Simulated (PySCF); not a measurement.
# C₈H₈OS: excited states, first hyperpolarisability

Wanted: excited states, first hyperpolarisability for C₈H₈OS (`CSc1ccc(C=O)cc1`).

Computed with PySCF 2.14.0 and routines of our own; the level stands in each step. Atoms count from 0.

## Step 1: The system as given

18 atoms, charge 0, multiplicity 1; geometry from: GFN2-xTB.

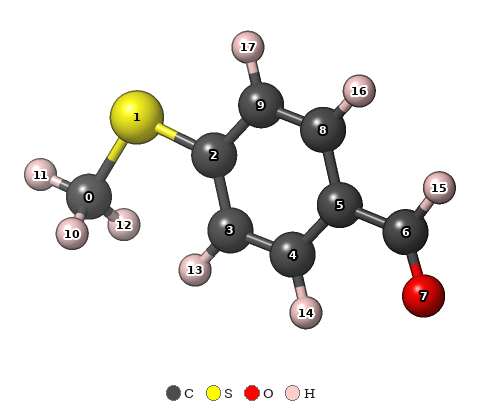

The starting geometry (carbon dark grey, sulfur yellow, oxygen red, hydrogen pink).

## Step 2: Geometry optimisation at PBE0-D3(BJ)/def2-SVP

Job settings and geometry (Å):

```
{"job": {"xc": "PBE0", "basis": "def2-SVP", "d3": "d3bj", "grid": 2, "kind": "geom"}, "charge": 0, "multiplicity": 1}
C     -3.374387    -0.189562     0.679615
S     -2.531236    -0.320330    -0.923164
C     -0.829088    -0.133440    -0.532158
C     -0.339502     0.056270     0.757526
C      1.016822     0.193418     0.959197
C      1.911643     0.143726    -0.111273
C      3.346341     0.289021     0.127254
O      3.861997     0.472540     1.202787
C      1.411549    -0.048051    -1.402378
C      0.059377    -0.184865    -1.610225
H     -3.184530     0.784954     1.119879
H     -4.432413    -0.296003     0.460952
H     -3.052318    -0.992269     1.336423
H     -1.005097     0.098625     1.604574
H      1.411577     0.340964     1.953538
H      3.961559     0.213683    -0.792480
H      2.094738    -0.087223    -2.238250
H     -0.335790    -0.335138    -2.603474
```

The run is started by

```bash
OMP_NUM_THREADS=1 python excited_run.py task.json out
```

The driver reads the jobs from task.json and runs them one after another.

Output:

```text
step   0  E = -782.10481634  max force = 0.013925
step   1  E = -782.10653352  max force = 0.002105
step   2  E = -782.10654777  max force = 0.000779
step   3  E = -782.10654637  max force = 0.000929
step   4  E = -782.10655515  max force = 0.000481
step   5  E = -782.10655442  max force = 0.000519
step   6  E = -782.10655712  max force = 0.000194
optimisation converged
```

It took 1.7 min on 1 thread of Intel Xeon Platinum 8488C, shared host; peak memory 0.9 GiB.

The steps of the relaxation:

```
step  energy from step 0 (eV)  largest force component (eV/Å)
   0                   0.0000                          0.7161
   1                  -0.0467                          0.1082
   2                  -0.0471                          0.0401
   3                  -0.0471                          0.0478
   4                  -0.0473                          0.0247
   5                  -0.0473                          0.0267
   6                  -0.0474                          0.0100
```

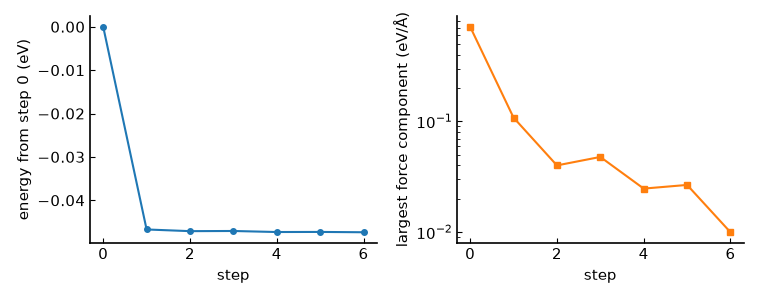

Energy and largest force along the relaxation.

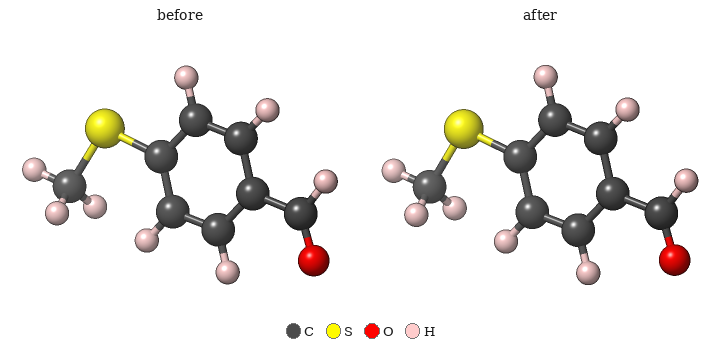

The geometry before (left) and after (right).

Distances of close pairs at the start and the end, largest changes first:

```csv
bond,before (Å),after (Å),change (Å)
C0–S1,1.816,1.798,-0.018
C8–H16,1.080,1.094,+0.014
C0–H12,1.086,1.100,+0.014
C0–H10,1.086,1.100,+0.014
C9–H17,1.079,1.093,+0.013
C0–H11,1.086,1.099,+0.013
C4–H14,1.080,1.093,+0.013
C2–C3,1.392,1.405,+0.013
```

The end geometry stands in the next job.

| at the end point | value |
| --- | --- |
| point group (found at 0.08 Å tolerance) | Cs |
| rotational constants (GHz, main isotopes) | 3.578, 0.565, 0.490 |
| dipole moment (D) | 3.38 |

## Step 3: Excited states: TDA CAM-B3LYP/aug-cc-pVDZ

Job settings and geometry (Å):

```
{"job": {"kind": "states", "xc": "CAM-B3LYP", "basis": "aug-cc-pVDZ", "tda": true, "soc": true, "nstates": 6, "ntriplets": 5, "nquad": 4}, "charge": 0, "multiplicity": 1}
C     -3.265049    -0.187877     0.717314
S     -2.454863    -0.317640    -0.882280
C     -0.753036    -0.138090    -0.499774
C     -0.245829     0.054680     0.796343
C      1.120963     0.185555     0.994078
C      2.009464     0.128182    -0.085410
C      3.459086     0.268321     0.139567
O      3.974713     0.434465     1.217936
C      1.501673    -0.063891    -1.376502
C      0.138310    -0.195947    -1.586060
H     -3.091655     0.792709     1.183900
H     -4.338901    -0.294960     0.511895
H     -2.954680    -0.993478     1.398491
H     -0.916420     0.103047     1.654619
H      1.533557     0.335949     1.994750
H      4.079659     0.208075    -0.792571
H      2.189806    -0.109793    -2.226083
H     -0.251879    -0.345637    -2.595908
```

With the program's defaults for keys left out, this is: TDA CAM-B3LYP/aug-cc-pVDZ excited states, vertical, gas phase, spin-orbit mean-field couplings.

Output:

```text
coarse grid: 16360 points
cycle   1  E = -782.7491797493  dE =  2.006e+00  |g| = 8.014e-01  |ddm| = 6.106e+01
cycle   2  E = -782.5005731690  dE =  2.486e-01  |g| = 1.429e+00  |ddm| = 1.193e+01
cycle   3  E = -782.8939090819  dE = -3.933e-01  |g| = 8.010e-02  |ddm| = 7.653e+00
cycle   4  E = -782.8949998293  dE = -1.091e-03  |g| = 6.008e-02  |ddm| = 9.249e-01
cycle   5  E = -782.8959146202  dE = -9.148e-04  |g| = 1.492e-02  |ddm| = 5.463e-01
cycle   6  E = -782.8959756233  dE = -6.100e-05  |g| = 5.619e-03  |ddm| = 1.556e-01
cycle   7  E = -782.8959863269  dE = -1.070e-05  |g| = 2.066e-03  |ddm| = 5.566e-02
cycle   8  E = -782.8959880509  dE = -1.724e-06  |g| = 6.992e-04  |ddm| = 1.966e-02
final grid: 155600 points
cycle   9  E = -782.9237359906  dE = -2.552e-05  |g| = 3.400e-03  |ddm| = 9.632e-01
cycle  10  E = -782.9237367766  dE = -7.861e-07  |g| = 3.181e-03  |ddm| = 8.862e-02
cycle  11  E = -782.9237392868  dE = -2.510e-06  |g| = 6.185e-04  |ddm| = 2.925e-02
cycle  12  E = -782.9237393613  dE = -7.450e-08  |g| = 2.461e-04  |ddm| = 3.737e-03
cycle  13  E = -782.9237393730  dE = -1.168e-08  |g| = 8.972e-05  |ddm| = 2.423e-03
cycle  14  E = -782.9237393753  dE = -2.296e-09  |g| = 2.426e-05  |ddm| = 7.981e-04
cycle  15  E = -782.9237393755  dE = -2.099e-10  |g| = 1.105e-05  |ddm| = 2.864e-04
converged SCF energy = -782.9237393755

Singlet excitations
state   eV       nm        f     d(h-e)  d(exc)  Lambda  PR(NTO)  |dmu|/D   mu/D   main configurations
  1   3.9259   315.8   0.00023   1.094   2.695   0.416   1.004    3.159    0.270   H-1->L 0.87
  2   4.6367   267.4   0.50845   1.946   3.912   0.621   1.154    5.283    8.675   H->L 0.85
  3   4.8518   255.5   0.07320   0.841   3.265   0.548   1.807    2.290    5.695   H->L+2 0.51, H-2->L 0.37
  4   5.3668   231.0   0.00027   1.876   4.153   0.252   1.015    8.348    6.038   H->L+1 0.66, H->L+12 0.10
  5   5.7123   217.0   0.00373   1.243   4.329   0.216   1.039                     H->L+3 0.45, H->L+1 0.17, H->L+5 0.16
  6   5.9538   208.2   0.20306   1.791   3.564   0.539   2.056                     H-2->L 0.51, H->L+2 0.38

Triplet excitations (Tamm-Dancoff)
state   eV     d(h-e)  d(exc)  Lambda  PR(NTO)   main configurations
  1   3.1813   0.910   3.379   0.638   1.112   H->L 0.82, H-3->L 0.09
  2   3.3923   1.003   2.594   0.409   1.005   H-1->L 0.83
  3   4.2979   0.551   3.098   0.553   1.654   H->L+2 0.62, H-2->L 0.25
  4   4.4817   0.860   3.044   0.570   1.441   H-2->L 0.54, H->L+2 0.30, H-2->L+2 0.09
  5   4.5794   0.305   2.747   0.782   1.101   H-2->L+2 0.74, H-2->L 0.15
S1 - T1 = 0.7446 eV

Spin-orbit couplings |<S|Hso|T>| (cm-1)
             T1       T2       T3       T4       T5
S0        0.394   48.627    0.564    0.319    0.139
S1       14.759    0.022    0.863    1.302    1.123
S2        0.025   11.237    0.032    0.065    0.008
S3        0.078    3.558    0.009    0.008    0.049
S4       11.721    0.015    3.453    0.564    2.245
S5        8.503    0.024    2.522    0.734    1.733
S6        0.047    0.676    0.030    0.015    0.037
T1 sublevels (cm-1): 0.000 0.001 0.081   radiative rates (1/s): 0.0445 0.0303 0.522
```

Wall time 96 s (1 thread of Intel Xeon Platinum 8488C, shared host); peak memory 1.4 GiB.

Key values:

```
  quantity    value
S1 less T1  0.74 eV
```

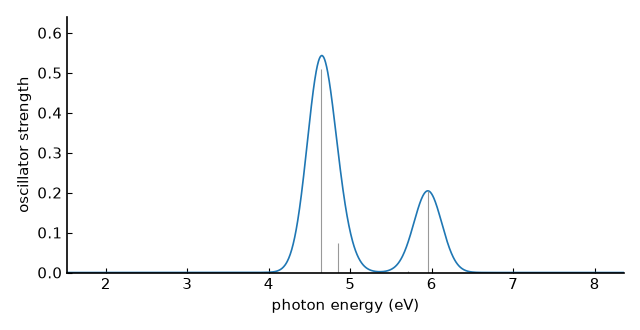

Absorption lines of the singlets. Lines are broadened to a width of 0.40 eV (Gaussian).

## Step 4: Excited states: TDDFT CAM-B3LYP/aug-cc-pVDZ

The job, as its differences from that of step 3:

```diff
@@ -1,2 +1,2 @@
-{"job": {"kind": "states", "xc": "CAM-B3LYP", "basis": "aug-cc-pVDZ", "tda": true, "soc": true, "nstates": 6, "ntriplets": 5, "nquad": 4}, "charge": 0, "multiplicity": 1}
+{"job": {"kind": "states", "xc": "CAM-B3LYP", "basis": "aug-cc-pVDZ", "tpa": true, "nstates": 8, "nquad": 6, "ntriplets": 0}, "charge": 0, "multiplicity": 1}
 C     -3.265049    -0.187877     0.717314
```

With the program's defaults for keys left out, this is: TDDFT CAM-B3LYP/aug-cc-pVDZ excited states, vertical, gas phase, two-photon moments by quadratic response.

Output:

```text
coarse grid: 16360 points
cycle   1  E = -782.7491797493  dE =  2.006e+00  |g| = 8.014e-01  |ddm| = 6.106e+01
cycle   2  E = -782.5005731690  dE =  2.486e-01  |g| = 1.429e+00  |ddm| = 1.193e+01
cycle   3  E = -782.8939090819  dE = -3.933e-01  |g| = 8.010e-02  |ddm| = 7.653e+00
cycle   4  E = -782.8949998293  dE = -1.091e-03  |g| = 6.008e-02  |ddm| = 9.249e-01
cycle   5  E = -782.8959146202  dE = -9.148e-04  |g| = 1.492e-02  |ddm| = 5.463e-01
cycle   6  E = -782.8959756233  dE = -6.100e-05  |g| = 5.619e-03  |ddm| = 1.556e-01
cycle   7  E = -782.8959863269  dE = -1.070e-05  |g| = 2.066e-03  |ddm| = 5.566e-02
cycle   8  E = -782.8959880509  dE = -1.724e-06  |g| = 6.992e-04  |ddm| = 1.966e-02
final grid: 155600 points
cycle   9  E = -782.9237359906  dE = -2.552e-05  |g| = 3.400e-03  |ddm| = 9.632e-01
cycle  10  E = -782.9237367766  dE = -7.861e-07  |g| = 3.181e-03  |ddm| = 8.862e-02
cycle  11  E = -782.9237392868  dE = -2.510e-06  |g| = 6.185e-04  |ddm| = 2.925e-02
cycle  12  E = -782.9237393613  dE = -7.450e-08  |g| = 2.461e-04  |ddm| = 3.737e-03
cycle  13  E = -782.9237393730  dE = -1.168e-08  |g| = 8.972e-05  |ddm| = 2.423e-03
cycle  14  E = -782.9237393753  dE = -2.289e-09  |g| = 2.426e-05  |ddm| = 7.981e-04
cycle  15  E = -782.9237393755  dE = -2.101e-10  |g| = 1.105e-05  |ddm| = 2.864e-04
converged SCF energy = -782.9237393755

Singlet excitations
state   eV       nm        f     d(h-e)  d(exc)  Lambda  PR(NTO)  |dmu|/D   mu/D   delta(TPA)   sigma/GM   main configurations
  1   3.8991   318.0   0.00024   1.102   2.705   0.416   1.006    3.178    0.253        0.12      0.001   H-1->L 0.87
  2   4.4697   277.4   0.43868   1.906   3.877   0.623   1.179    5.358    8.756     1798.30     13.162   H->L 0.92
  3   4.7897   258.9   0.02342   0.708   3.180   0.542   1.918    2.207    5.608       62.60      0.526   H->L+2 0.57, H-2->L 0.37
  4   5.3554   231.5   0.00018   1.874   4.151   0.252   1.015    8.251    5.941       33.85      0.356   H->L+1 0.65, H->L+12 0.10
  5   5.7081   217.2   0.00335   1.221   4.341   0.216   1.039    5.483    5.471       52.52      0.627   H->L+3 0.44, H->L+1 0.18, H->L+5 0.16
  6   5.7143   217.0   0.17025   1.628   3.494   0.537   2.067    4.554    7.954       86.96      1.040   H-2->L 0.57, H->L+2 0.39
  7   6.1496   201.6   0.01213   1.473   4.820   0.199   1.047                                            H->L+4 0.74
  8   6.2505   198.4   0.01504   0.910   3.795   0.491   2.215                                            H-3->L 0.43, H->L+6 0.36, H->L+9 0.10
```

Wall time 2 min (1 thread of Intel Xeon Platinum 8488C, shared host); peak memory 1.4 GiB.

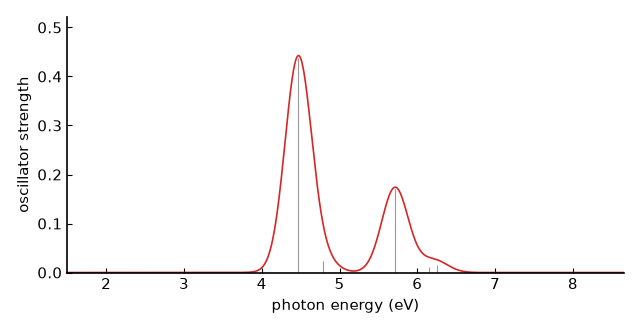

Absorption lines of the singlets. Lines are broadened to a width of 0.40 eV (Gaussian).

## Step 5: First hyperpolarisability: quadratic response CAM-B3LYP/aug-cc-pVDZ

The job, as its differences from that of step 4:

```diff
@@ -1,2 +1,2 @@
-{"job": {"kind": "states", "xc": "CAM-B3LYP", "basis": "aug-cc-pVDZ", "tpa": true, "nstates": 8, "nquad": 6, "ntriplets": 0}, "charge": 0, "multiplicity": 1}
+{"job": {"kind": "beta", "xc": "CAM-B3LYP", "basis": "aug-cc-pVDZ"}, "charge": 0, "multiplicity": 1}
 C     -3.265049    -0.187877     0.717314
```

Method: quadratic response CAM-B3LYP/aug-cc-pVDZ first hyperpolarisability, Taylor convention, gas phase.

Output:

```text
coarse grid: 16360 points
cycle   1  E = -782.7491797493  dE =  2.006e+00  |g| = 8.014e-01  |ddm| = 6.106e+01
cycle   2  E = -782.5005731690  dE =  2.486e-01  |g| = 1.429e+00  |ddm| = 1.193e+01
cycle   3  E = -782.8939090819  dE = -3.933e-01  |g| = 8.010e-02  |ddm| = 7.653e+00
cycle   4  E = -782.8949998293  dE = -1.091e-03  |g| = 6.008e-02  |ddm| = 9.249e-01
cycle   5  E = -782.8959146202  dE = -9.148e-04  |g| = 1.492e-02  |ddm| = 5.463e-01
cycle   6  E = -782.8959756233  dE = -6.100e-05  |g| = 5.619e-03  |ddm| = 1.556e-01
cycle   7  E = -782.8959863269  dE = -1.070e-05  |g| = 2.066e-03  |ddm| = 5.566e-02
cycle   8  E = -782.8959880509  dE = -1.724e-06  |g| = 6.992e-04  |ddm| = 1.966e-02
final grid: 155600 points
cycle   9  E = -782.9237359906  dE = -2.552e-05  |g| = 3.400e-03  |ddm| = 9.632e-01
cycle  10  E = -782.9237367766  dE = -7.861e-07  |g| = 3.181e-03  |ddm| = 8.862e-02
cycle  11  E = -782.9237392868  dE = -2.510e-06  |g| = 6.185e-04  |ddm| = 2.925e-02
cycle  12  E = -782.9237393613  dE = -7.450e-08  |g| = 2.461e-04  |ddm| = 3.737e-03
cycle  13  E = -782.9237393730  dE = -1.168e-08  |g| = 8.972e-05  |ddm| = 2.423e-03
cycle  14  E = -782.9237393753  dE = -2.289e-09  |g| = 2.426e-05  |ddm| = 7.981e-04
cycle  15  E = -782.9237393755  dE = -2.101e-10  |g| = 1.105e-05  |ddm| = 2.864e-04
converged SCF energy = -782.9237393755

Lowest singlets (eV, f): 3.8991 0.0002  4.4697 0.4387  4.7897 0.0234

First hyperpolarisability (au)
process     nm      |vector|   parallel      HRS      DR
static         -     1395.71     809.84     608.45   4.276
shg       1907.0     1591.45     925.55     690.88   4.344
eope      1907.0     1456.79     845.94          -       -
shg       1064.0     2203.19    1287.22     947.76   4.499
eope      1064.0     1606.73     934.58          -       -
```

Wall time 85 s (1 thread of Intel Xeon Platinum 8488C, shared host); peak memory 1.4 GiB.

## Step 6: Outcome

```
                                                   quantity                                                   value
                                                point group                                                      Cs
                       rotational constants (main isotopes)                                    3.58, 0.57, 0.49 GHz
             S1 less T1 (step 3, TDA CAM-B3LYP/aug-cc-pVDZ)                                                 0.74 eV
β vector (step 5, quadratic response CAM-B3LYP/aug-cc-pVDZ)  static 1396, SHG 1907.0 nm 1591, SHG 1064.0 nm 2203 au
```

**Reading.** The optimisation took 6 steps and gained 0.047 eV; among the close pairs (by a distance rule), C0–S1 changed most, from 1.816 to 1.798 Å. No frequency check was run at this level, so the end point may be a saddle. In step 3, the number of triplets below S1 is 2, and the largest singlet-triplet spin-orbit coupling is S0–T2, 48.63 cm⁻¹. In step 4 some excited states are degenerate or nearly so. β grows from 1396 au (static) to 2203 au for doubling at 1064.0 nm: normal dispersion, which grows as twice the photon energy moves toward the bright states.
